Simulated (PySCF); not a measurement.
# HBO (BHO): NMR shifts, electronic excitations and K edges in gas and solvents, part 1 of 2

Aim: compute the NMR shifts, electronic excitations and K edges of HBO (BHO) (`B=O`), and see what a dielectric continuum does where one was used.

Computed with PySCF 2.14.0, with density-fitted response routines of our own, on a single molecule, in the gas phase or a continuum. Atoms are numbered from 0 throughout.

### Step 1. The molecule as given

3 atoms, charge 0, multiplicity 1; geometry from: GFN2-xTB.

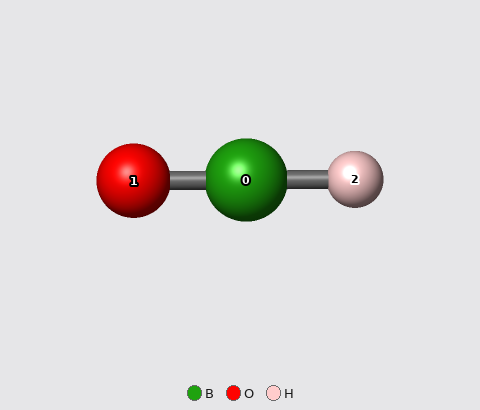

The starting geometry (boron green, oxygen red, hydrogen pink), atoms numbered.

### Step 2. Geometry optimisation at PBE0-D3(BJ)/def2-SVP

The job: settings as JSON, then the geometry in Å.

```
{"job": {"xc": "PBE0", "basis": "def2-SVP", "d3": "d3bj", "grid": 1, "kind": "geom"}, "charge": 0, "multiplicity": 1}
B     -0.009399     0.071943    -0.004111
O      1.160035    -0.121862    -0.010588
H     -1.139155     0.259273     0.002146
```

On the command line:

```
$ OMP_NUM_THREADS=1 python probes_run.py task.json out
```

One launch serves the whole session: the jobs run in the order shown.

Log:

```text
step   0  E = -100.51124402  max force = 0.026470
step   1  E = -100.51239086  max force = 0.003414
step   2  E = -100.51239494  max force = 0.000305
optimisation converged
```

It took 3 s on 1 thread, shared host.

Along the way:

```tsv
step	energy from step 0 (eV)	largest force component (eV/Å)
0	0.0000	1.3611
1	-0.0312	0.1756
2	-0.0313	0.0157
```

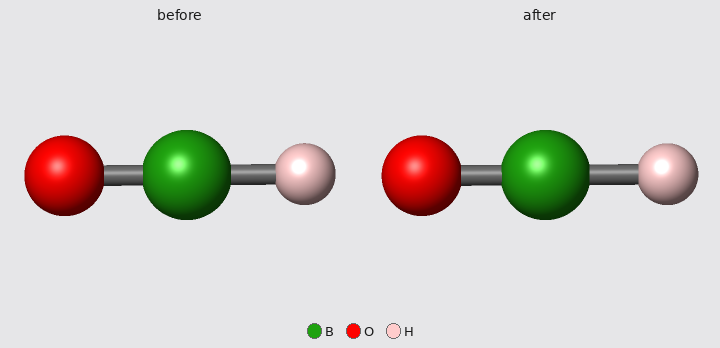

Before and after, at one scale.

Distances of close pairs at the start and the end, largest changes first:

```tsv
bond	before (Å)	after (Å)	change (Å)
B0–H2	1.145	1.185	+0.039
B0–O1	1.185	1.199	+0.014
```

The next job starts from the end point, and lists it.

```tsv
at the end point	value
point group (found at 0.08 Å tolerance)	C∞v
rotational constants (GHz, main isotopes)	39.273, 39.273
dipole moment (D)	2.50
```

### Step 3. NMR shieldings: PBE0/pcSseg-1 in chloroform

The job: settings as JSON, then the geometry in Å.

```
{"job": {"kind": "nmr", "xc": "PBE0", "basis": "pcSseg-1", "solvent": "chloroform", "pop": true}, "charge": 0, "multiplicity": 1}
B      0.002216     0.061236    -0.025235
O      1.185528    -0.133990    -0.032250
H     -1.166527     0.254153    -0.018345
```

Level: GIAO PBE0/pcSseg-1 NMR shielding, non-relativistic, IEF-PCM chloroform.

Log:

```text
coarse grid: 2792 points
cycle   1  E = -100.4454628516  dE =  1.219e-01  |g| = 7.754e-01  |ddm| = 1.412e+00
cycle   2  E = -99.9268506246  dE =  5.186e-01  |g| = 1.749e+00  |ddm| = 1.413e+00
cycle   3  E = -100.5640016100  dE = -6.372e-01  |g| = 5.654e-02  |ddm| = 1.086e+00
cycle   4  E = -100.5648383951  dE = -8.368e-04  |g| = 1.613e-02  |ddm| = 5.325e-02
cycle   5  E = -100.5649025053  dE = -6.411e-05  |g| = 2.755e-03  |ddm| = 1.331e-02
cycle   6  E = -100.5649038855  dE = -1.380e-06  |g| = 4.874e-04  |ddm| = 1.475e-03
final grid: 27792 points
cycle   7  E = -100.5872948650  dE =  3.989e-06  |g| = 1.206e-02  |ddm| = 1.169e-02
cycle   8  E = -100.5872104245  dE =  8.444e-05  |g| = 2.464e-02  |ddm| = 1.673e-02
cycle   9  E = -100.5873213761  dE = -1.110e-04  |g| = 1.706e-04  |ddm| = 1.168e-02
cycle  10  E = -100.5873213837  dE = -7.620e-09  |g| = 5.927e-05  |ddm| = 1.988e-04
cycle  11  E = -100.5873213845  dE = -7.674e-10  |g| = 1.968e-05  |ddm| = 5.500e-05
converged SCF energy = -100.5873213845

GIAO shielding tensors (ppm)
atom      isotropic    diamagn.    paramagn.     s11        s22        s33       span
  0 B       86.193     204.365    -118.172     21.575     21.575    215.428    193.853
  1 O       52.947     396.997    -344.050   -125.804   -125.797    410.440    536.244
  2 H       28.450      27.730       0.720     25.569     25.569     34.212      8.642
```

Run time: 3.5 s. Hardware: 1 thread, shared host.

The references, computed at this level on geometries of the same kind, shield at (ppm): ¹H TMS 31.25, ¹⁷O H2O 341.0, ¹¹B BF3·OEt2 101.2. Their shielding less the atom's gives the shift. The references are single molecules in the same continuum, so shifts against H2O, NH3, PH3, H3PO4 or CFCl3 are not on the usual liquid scales and can be off by tens of ppm.

```tsv
atoms	environment	σ (ppm)	δ (ppm)
H2	hydrogen on a boron bonded to O	28.45	2.80
B0	boron bonded to O, H	86.2	15.0
O1	oxygen bonded to B	52.9	288.0
```

The run also stored atomic charges by several schemes (e):

```tsv
atoms	Mulliken	IAO	Hirshfeld	ESP fit
B0	0.33	0.37	0.30	0.47
O1	-0.41	-0.43	-0.34	-0.51
```

Hirshfeld charges:

```tsv
atom	value (e)
B0	0.30
O1	-0.34
H2	0.04
```

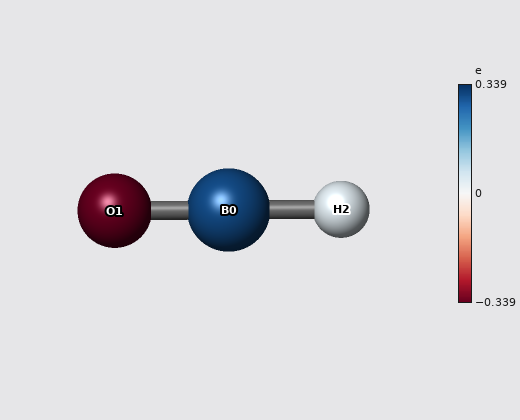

Hirshfeld charges, as colours on the atoms.

Mayer bond orders: B0–O1 2.34.

### Step 4. Shielding tensors: PBE0/pcSseg-1 in methanol

The job: settings as JSON, then the geometry in Å.

```
{"job": {"kind": "nmr", "xc": "PBE0", "basis": "pcSseg-1", "solvent": "methanol", "pop": false}, "charge": 0, "multiplicity": 1}
B      0.002216     0.061236    -0.025235
O      1.185528    -0.133990    -0.032250
H     -1.166527     0.254153    -0.018345
```

Level: GIAO PBE0/pcSseg-1 NMR shielding, non-relativistic, IEF-PCM methanol.

Log:

```text
coarse grid: 2792 points
cycle   1  E = -100.4509876954  dE =  1.164e-01  |g| = 7.688e-01  |ddm| = 1.412e+00
cycle   2  E = -99.9869791682  dE =  4.640e-01  |g| = 1.677e+00  |ddm| = 1.341e+00
cycle   3  E = -100.5658929850  dE = -5.789e-01  |g| = 5.588e-02  |ddm| = 1.017e+00
cycle   4  E = -100.5666879617  dE = -7.950e-04  |g| = 1.468e-02  |ddm| = 5.028e-02
cycle   5  E = -100.5667415109  dE = -5.355e-05  |g| = 2.279e-03  |ddm| = 1.225e-02
cycle   6  E = -100.5667424367  dE = -9.258e-07  |g| = 4.018e-04  |ddm| = 1.163e-03
final grid: 27792 points
cycle   7  E = -100.5891342075  dE =  2.696e-06  |g| = 1.174e-02  |ddm| = 1.154e-02
cycle   8  E = -100.5890591722  dE =  7.504e-05  |g| = 2.349e-02  |ddm| = 1.598e-02
cycle   9  E = -100.5891592604  dE = -1.001e-04  |g| = 1.557e-04  |ddm| = 1.105e-02
cycle  10  E = -100.5891592666  dE = -6.194e-09  |g| = 5.771e-05  |ddm| = 1.911e-04
cycle  11  E = -100.5891592674  dE = -7.476e-10  |g| = 1.847e-05  |ddm| = 5.406e-05
converged SCF energy = -100.5891592674

GIAO shielding tensors (ppm)
atom      isotropic    diamagn.    paramagn.     s11        s22        s33       span
  0 B       85.923     204.246    -118.323     21.217     21.218    215.335    194.117
  1 O       60.439     397.524    -337.085   -114.646   -114.641    410.605    525.251
  2 H       28.270      27.488       0.782     25.365     25.365     34.079      8.714
```

Run time: 1.3 s. Hardware: 1 thread, shared host.

In short: δ B0 15.4, O1 282.5, H2 2.97 ppm.

### Step 5. Excited states and response: CAM-B3LYP/def2-SVPD

The job: settings as JSON, then the geometry in Å.

```
{"job": {"kind": "uv", "xc": "CAM-B3LYP", "basis": "def2-SVPD", "dynamic": true, "nstates": 6, "ntriplets": 0}, "charge": 0, "multiplicity": 1}
B      0.002216     0.061236    -0.025235
O      1.185528    -0.133990    -0.032250
H     -1.166527     0.254153    -0.018345
```

With the program's defaults for keys left out, this is: TDDFT CAM-B3LYP/def2-SVPD, vertical, gas phase, core orbitals frozen in the response.

Log:

```text
coarse grid: 2792 points
cycle   1  E = -100.4237990177  dE =  1.295e-01  |g| = 8.163e-01  |ddm| = 2.174e+00
cycle   2  E = -100.0027128405  dE =  4.211e-01  |g| = 1.676e+00  |ddm| = 1.717e+00
cycle   3  E = -100.5731745879  dE = -5.705e-01  |g| = 2.509e-02  |ddm| = 1.164e+00
cycle   4  E = -100.5733824129  dE = -2.078e-04  |g| = 1.042e-02  |ddm| = 6.012e-02
cycle   5  E = -100.5734088796  dE = -2.647e-05  |g| = 1.958e-03  |ddm| = 2.275e-02
cycle   6  E = -100.5734099094  dE = -1.030e-06  |g| = 3.909e-04  |ddm| = 4.296e-03
final grid: 27792 points
cycle   7  E = -100.5981776306  dE = -1.068e-05  |g| = 3.054e-03  |ddm| = 1.764e-02
cycle   8  E = -100.5981743159  dE =  3.315e-06  |g| = 5.429e-03  |ddm| = 5.251e-03
cycle   9  E = -100.5981796893  dE = -5.373e-06  |g| = 1.858e-04  |ddm| = 3.479e-03
cycle  10  E = -100.5981796993  dE = -9.994e-09  |g| = 3.500e-05  |ddm| = 4.320e-04
cycle  11  E = -100.5981796996  dE = -3.014e-10  |g| = 3.321e-06  |ddm| = 7.264e-05
converged SCF energy = -100.5981796996

Static polarisability (au): isotropic 16.658, principal 14.299 14.299 21.376

Singlet excitations
state   eV       nm        f      main configurations
  1   7.9935    155.1   0.00000   H->L 0.43, H-1->L+1 0.43
  2   8.2558    150.2   0.00000   H-1->L 0.30, H->L+1 0.30, H-1->L+1 0.18
  3   8.2558    150.2   0.00000   H-1->L+1 0.30, H->L 0.30, H-1->L 0.18
  4   9.7290    127.4   0.08923   H-1->L+2 0.70, H-1->L+3 0.28
  5   9.7294    127.4   0.08923   H->L+2 0.69, H->L+3 0.28
  6   9.8773    125.5   0.00029   H-2->L 0.90
```

Wall time 3.8 s (1 thread, shared host).

The orbitals next to the gap, with their largest atomic shares:

```tsv
orbital	eV	atoms
HOMO−3	-15.32	B0 42 %, H2 42 %, O1 16 %
HOMO−2	-13.50	O1 80 %, B0 16 %
HOMO−1	-12.04	O1 74 %, B0 25 %
HOMO	-12.04	O1 74 %, B0 25 %
LUMO	0.84	B0 51 %, O1 29 %, H2 20 %
LUMO+1	0.84	B0 51 %, O1 29 %, H2 20 %
LUMO+2	0.98	B0 91 %, H2 6 %
```

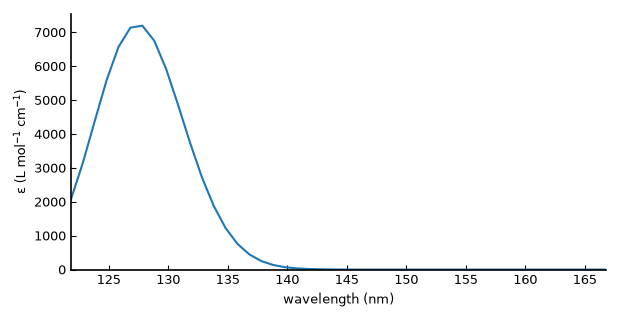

Absorption spectrum: each of the 6 states is a Gaussian band of 0.4 eV half-width at 1/e. Beyond the last state computed it falls off for lack of states.

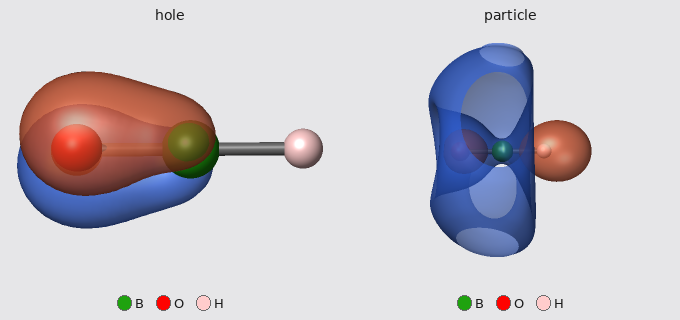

Leading natural transition orbitals of singlet state 5: the electron leaves the hole (left) for the particle orbital (right).

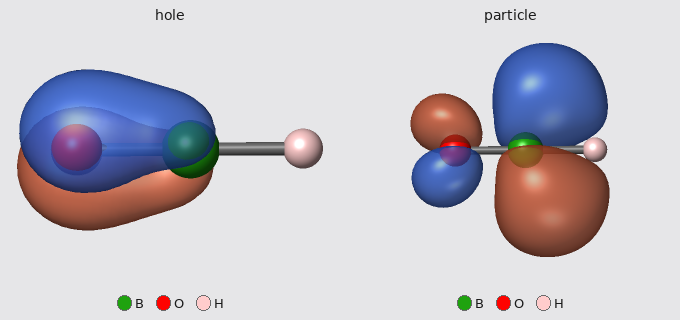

Leading natural transition orbitals of singlet state 1: the electron leaves the hole (left) for the particle orbital (right).

Ground-state properties from the same run:

```tsv
property	computed
dipole moment (D)	2.89
polarisability (Å³)	2.47
HOMO–LUMO gap (eV)	12.88
−ε(HOMO) (eV)	12.04
C6 with itself (au)	118
```

The fields below are evaluated on a grid from the run's orbitals.

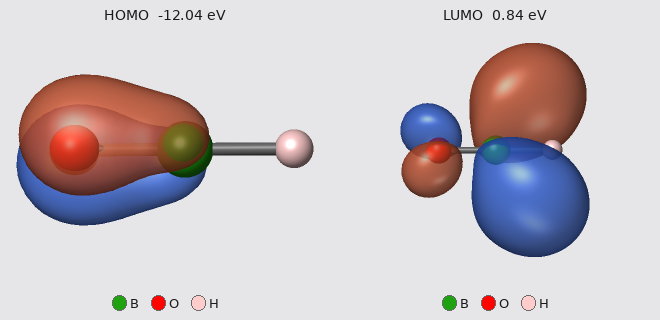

Frontier orbitals at CAM-B3LYP/def2-SVPD; each surface holds 70 % of the orbital's density, blue and red mark the sign.

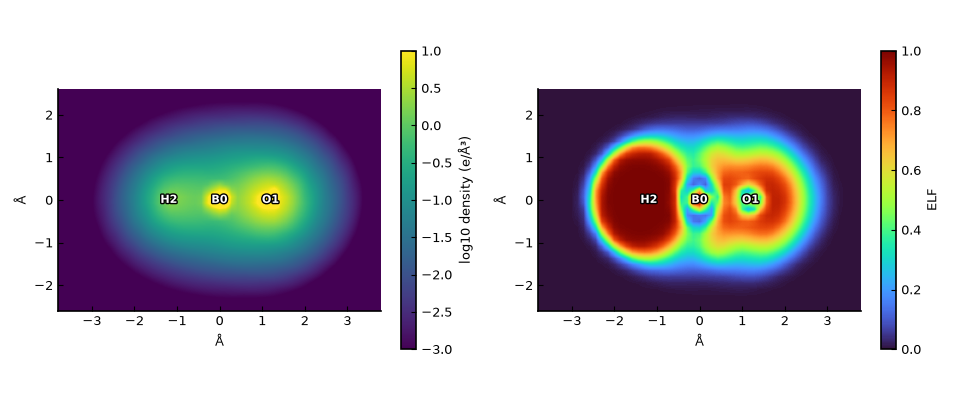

Density (left) and ELF (right) in a plane through or near 3 of the atoms.

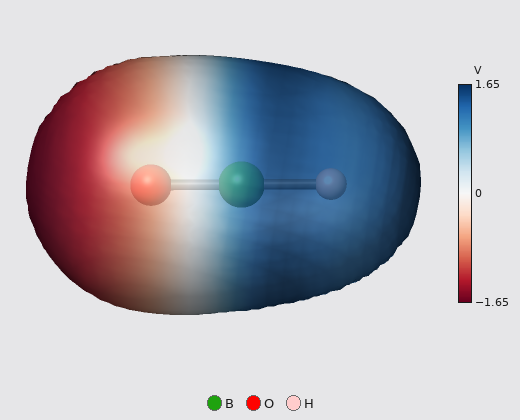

Electrostatic potential on the surface of density 0.002 e/bohr³; red is low, blue high. It runs, from the 1st to the 99th percentile, from -1.65 V near O1 to 1.55 V near H2.

(Continued in part 2 of 2.)
